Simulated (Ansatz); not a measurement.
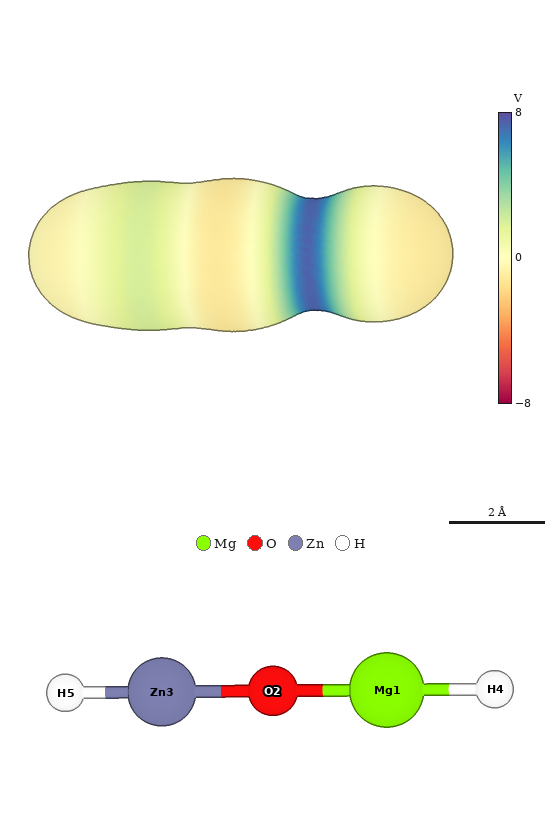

The picture shows: H2MgOZn (SMILES [MgH][O][ZnH]). The electrostatic potential painted on the density surface at 0.004 e/bohr³, seen at a tilt; red is negative and blue positive. The bare structure is drawn below in the same view.

Geometry: PBE0-D4/def2-TZVP.

Theory: RKS PBE0-D4/def2-TZVPP in Ansatz.

| atom | x (Å) | y (Å) | z (Å) |
| --- | --- | --- | --- |
| Mg | -1.5935 | -0.6645 | 0.1770 |
| O | 0.0491 | 0.0190 | -0.0040 |
| Zn | 1.6521 | 0.6885 | -0.1830 |
| H | -3.1503 | -1.3123 | 0.3484 |
| H | 3.0426 | 1.2694 | -0.3384 |

Question: Which sites attract a positive test charge, and which a negative one?

Answer: A positive charge is drawn to the negative regions and a negative charge to the positive ones. The most negative region (about −1.1 V, or −25 kcal/mol for a unit charge) lies over O2, the most positive (about +7.4 V, or +171 kcal/mol for a unit charge) over Mg1. O2 is the likeliest acceptor of a hydrogen bond.
